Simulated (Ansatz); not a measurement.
**H2O (water) at revPBE/aug-cc-pVTZ**

What is the vertical singlet–triplet gap of H2O (water) at revPBE/aug-cc-pVTZ? 

The calculation is run with Ansatz 0.2.0.

24 further runs of the same task are left out: 24 set aside as unsound or not needed.

## (1) Starting point

H2O: 3 atoms, total charge 0, spin state singlet. SMILES: `O`. Geometry: relaxed at PBE0-D4/def2-TZVP.

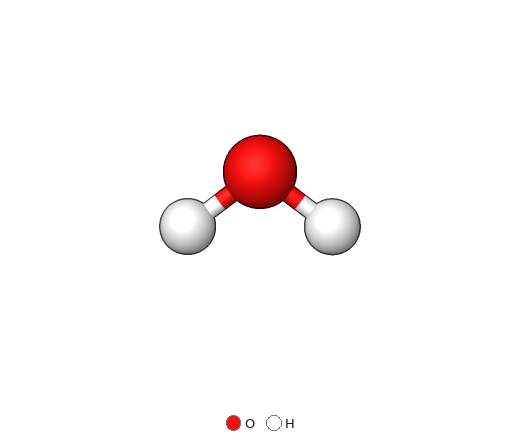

The structure, seen from a chosen angle (oxygen red, hydrogen white).

## (2) The energy at revPBE/aug-cc-pVTZ

in.yaml

```yaml
crystal:
  periodic: [false, false, false]
  atoms:
    - {symbol: O, position_ang: [-0.302700, 0.200200, -0.140600]}
    - {symbol: H, position_ang: [0.466500, 0.548400, 0.315300]}
    - {symbol: H, position_ang: [-0.163800, -0.748600, -0.174700]}
basis:
  gaussian:
    orbitals: aug-cc-pVTZ
hamiltonian:
  xc: {name: revPBE}
accuracy: high
output:
  orbitals: {seedname: orbitals}
```

Command:

```console
ansatz run in.yaml --threads 1 --pin off --max-ram 3480MiB --events-out events.jsonl --progress --plain --runs-dir runs
```

Log:

```text
Warning: RAYON_NUM_THREADS=1 ignored (pool sized by the plan → 1); use --threads N
Functional definition: revPBE
  name "revPBE"
  parameter kappa = 1.245
  parameter beta = 0.06672455060314922
  exchange = pbe_x(kappa = kappa, mu = beta*pi^2/3)
  correlation = pbe_c(beta = beta)
1351 factors; integrals over basis functions are off by at most 2.9e-9 eV
mean field evaluation 1: about -2074.4181 eV, gradient 6.0e1 eV
mean field evaluation 2: about -2045.3151 eV, gradient 1.3e2 eV
mean field evaluation 4: about -2080.0405 eV, gradient 1.3e0 eV
mean field evaluation 8: about -2080.0443 eV, gradient 2.1e-3 eV
mean field evaluation 16: about -2080.0443 eV, gradient 6.4e-9 eV
mean field -2080.04433588 eV, -76.4402194388 hartree, gradient 6.4e-9 eV, S^2 0.000000; 0 other end points of the search recorded, 0 dependent functions left out
reference -2080.04434013 eV, -76.4402195952 hartree; 5, 5 occupied and 87, 87 virtual orbitals, 1351 factors
Total energy: -2080.04434013 eV, -76.4402195952 hartree
```

Wall time 1.6 s (1 thread of Arm Neoverse V2, shared host); peak memory 0.15 GiB.

## (3) The triplet at the same level

run.yaml

```yaml
crystal:
  periodic: [false, false, false]
  atoms:
    - {symbol: O, position_ang: [-0.302700, 0.200200, -0.140600]}
    - {symbol: H, position_ang: [0.466500, 0.548400, 0.315300]}
    - {symbol: H, position_ang: [-0.163800, -0.748600, -0.174700]}
basis:
  gaussian: {orbitals: aug-cc-pVTZ}
magnetization: {spin_polarized: true, initial_magnetization: 2}
hamiltonian: {xc: {name: revPBE}}
accuracy: high
output: {orbitals: {seedname: orbitals}}
```

Command:

```console
ansatz run run.yaml --threads 1 --pin off --max-ram 3480MiB --events-out events.jsonl --progress --plain --runs-dir runs
```

Log:

```text
Warning: RAYON_NUM_THREADS=1 ignored (pool sized by the plan → 1); use --threads N
Functional definition: revPBE
  name "revPBE"
  parameter kappa = 1.245
  parameter beta = 0.06672455060314922
  exchange = pbe_x(kappa = kappa, mu = beta*pi^2/3)
  correlation = pbe_c(beta = beta)
1351 factors; integrals over basis functions are off by at most 2.9e-9 eV
mean field evaluation 1: about -2072.1179 eV, gradient 1.7e1 eV
mean field evaluation 2: about -2071.2892 eV, gradient 2.3e1 eV
mean field evaluation 4: about -2073.0073 eV, gradient 4.5e-1 eV
mean field evaluation 8: about -2073.0067 eV, gradient 6.4e-3 eV
mean field evaluation 16: about -2073.0067 eV, gradient 2.5e-6 eV
mean field -2073.00667632 eV, -76.1815902204 hartree, gradient 6.0e-8 eV, S^2 2.001725; 0 other end points of the search recorded, 0 dependent functions left out
reference -2073.00668032 eV, -76.1815903673 hartree; 6, 4 occupied and 86, 88 virtual orbitals, 1351 factors
Total energy: -2073.00668032 eV, -76.1815903673 hartree
```

Run time: 2.2 s. Hardware: 1 thread of Arm Neoverse V2, shared host; peak memory 0.17 GiB.

## (4) Summary of results

At revPBE/aug-cc-pVTZ:

| quantity | value |
| --- | --- |
| singlet: total energy | -76.44022 Eh |
| singlet: HOMO energy | -7.19 eV |
| singlet: LUMO energy | -0.98 eV |
| singlet: HOMO–LUMO gap | 6.21 eV |
| triplet: total energy | -76.18159 Eh |
| triplet: HOMO energy (highest over α and β) | -2.98 eV |
| triplet: ⟨S²⟩ | 2.002 |
| vertical energy of the triplet above the singlet | 7.038 eV |

**Reading.** At this shape the triplet lies 7.04 eV (162 kcal/mol) above the singlet.
